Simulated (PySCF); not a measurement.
**SiCl3 (SMILES Cl[Si](Cl)Cl): UCISD/STO-3G**

What is the energy change on altering one bond length of SiCl3 at UCISD/STO-3G? 

The calculation is run with PySCF 2.14.0.

15 further runs of the same task are left out: 8 that didn't finish, 7 set aside as unsound or not needed.

**1. Starting point**

SiCl3: 4 atoms, total charge 0, spin state doublet. SMILES: `Cl[Si](Cl)Cl`. Geometry: relaxed at PBE0-D4/def2-TZVP.

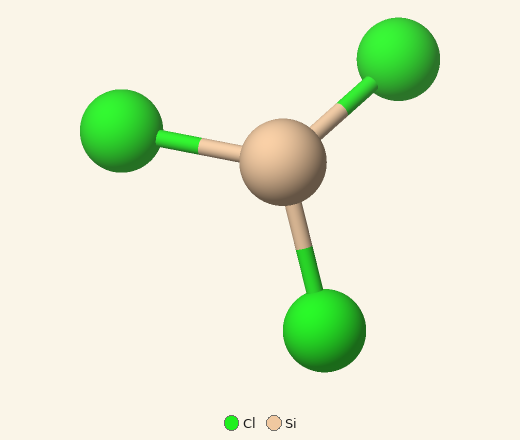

The structure, seen from a chosen angle (chlorine green, silicon light orange).

**2. A single-point energy at UCISD/STO-3G**

start.xyz

```xyz
4

Cl    -1.524800    -0.591600     1.030100
Si     0.116100     0.389400     0.310600
Cl     1.694700    -0.903800     0.219000
Cl    -0.286000     1.105900    -1.559700
```

job.py

```python
from pyscf import gto, scf, ci

molecule = gto.Mole()
molecule.atom = 'start.xyz'
molecule.verbose = 3
molecule.basis = 'sto-3g'
molecule.charge = 0
molecule.max_memory = 1860
molecule.spin = 1
molecule.build()

hf = scf.UHF(molecule)
hf.conv_tol = 1e-10
hf.kernel()
if not hf.converged:
    hf = hf.newton().run(hf.mo_coeff, hf.mo_occ)

cisd = ci.CISD(hf, frozen=20)
cisd.kernel()
e_tot = cisd.e_tot
print('E(%s) = %.9f' % ('CISD', e_tot))
```

On the command line:

```sh
$ OMP_NUM_THREADS=1 python job.py
```

Log:

```text
converged SCF energy = -1649.46218064841  <S^2> = 0.75312336  2S+1 = 2.0031209
E(UCISD) = -1649.509930954359  E_corr = -0.04775030595063051
E(CISD) = -1649.509930954
```

Wall time 0.75 s (1 thread of Intel Xeon Platinum 8488C (Sapphire Rapids), shared host); peak memory 0.11 GiB.

**3. The distorted shape**

input.py

```python
from pyscf import gto, ci

molecule = gto.M(
    atom='''
Cl  -2.787673   0.442954   1.103380
Si  -1.146773   1.423954   0.383880
Cl   1.694700  -0.903800   0.219000
Cl  -1.548873   2.140454  -1.486420
''',
    spin=1,
    basis='sto-3g',
    charge=0,
    verbose=4,
    max_memory=1860,
)

mf = molecule.UHF()
mf.conv_tol = 1e-10
mf.kernel()
if not mf.converged:
    mf = mf.newton().run(mf.mo_coeff, mf.mo_occ)

cisd = ci.CISD(mf, frozen=20)
cisd.kernel()
e_final = cisd.e_tot
print('Final energy', e_final)
```

On the command line:

```sh
$ OMP_NUM_THREADS=1 python input.py
```

Log:

```text
PySCF version 2.14.0

[INPUT] num. atoms = 4
[INPUT] num. electrons = 65
[INPUT] charge = 0
[INPUT] spin (= nelec alpha-beta = 2S) = 1
[INPUT] symmetry False subgroup None
[INPUT] Mole.unit = angstrom
[INPUT] Symbol           X                Y                Z      unit          X                Y                Z       unit  Magmom
[INPUT]  1 Cl    -2.787673000000   0.442954000000   1.103380000000 AA   -5.267938494845   0.837061745781   2.085086011323 Bohr   0.0
[INPUT]  2 Si    -1.146773000000   1.423954000000   0.383880000000 AA   -2.167086897046   2.690883073979   0.725428064698 Bohr   0.0
[INPUT]  3 Cl     1.694700000000  -0.903800000000   0.219000000000 AA    3.202518863300  -1.707934471382   0.413850021280 Bohr   0.0
[INPUT]  4 Cl    -1.548873000000   2.140454000000  -1.486420000000 AA   -2.926945771733   4.044871842230  -2.808926706076 Bohr   0.0

[... 30 lines left out ...]
WARN: beta  nocc = 32  HOMO -0.11252250999946 >= LUMO -0.112490685702785
[... 1 line left out ...]
WARN: HOMO -0.11252250999946 >= LUMO -0.112490685702785
[... 62 lines left out ...]
converged SCF energy = -1649.37844293917  <S^2> = 0.75008022  2S+1 = 2.0000802
[... 1 line left out ...]
******** <class 'pyscf.ci.ucisd.UCISD'> ********
CISD nocc = (np.int64(13), np.int64(12)), nmo = (16, 16)
frozen orbitals 20
max_cycle = 50
direct = 0
conv_tol = 1e-09
max_cycle = 50
max_space = 12
lindep = 0
nroots = 1
Init t2, MP2 energy = -0.0379570403221757
UCISD converged
E(UCISD) = -1649.427963004041  E_corr = -0.04952006487464726
Final energy -1649.4279630040412
```

Run time: 0.91 s. Hardware: 1 thread of Intel Xeon Platinum 8488C (Sapphire Rapids), shared host; peak memory 0.12 GiB.

**4. Summary of results**

At UCISD/STO-3G, 20 core orbitals frozen:

| quantity | value |
| --- | --- |
| first shape: total energy | -1649.50993 Eh |
| first shape: dipole moment (Hartree–Fock density) | 2.52 D |
| first shape: HOMO energy (Hartree–Fock orbitals) (highest over α and β) | -8.76 eV |
| first shape: LUMO energy (Hartree–Fock orbitals) (lowest over α and β) | 2.21 eV |
| first shape: correlation energy (20 core orbitals frozen) | -47.8 mEh |
| first shape: ⟨S²⟩ of the reference determinant | 0.753 |
| distorted shape: total energy | -1649.42796 Eh |
| distorted shape: dipole moment (Hartree–Fock density) | 2.40 D |
| distorted shape: HOMO energy (Hartree–Fock orbitals) (highest over α and β) | -7.92 eV |
| distorted shape: LUMO energy (Hartree–Fock orbitals) (lowest over α and β) | 1.20 eV |
| distorted shape: correlation energy (20 core orbitals frozen) | -49.5 mEh |
| distorted shape: ⟨S²⟩ of the reference determinant | 0.750 |
| energy change with the Si2–Cl3 bond stretched from 2.043 to 3.677 Å | 2.230 eV |

In words: With the Si2–Cl3 bond stretched from 2.043 to 3.677 Å the energy rises by 2.23 eV (215 kJ/mol). The first shape isn't relaxed at this level, so the change isn't measured from a minimum. The minimal basis adds a large error of its own. Mulliken charges (distorted shape) of the mean-field density run from -0.40 on Cl4 to +0.79 on Si2; they depend strongly on the basis.
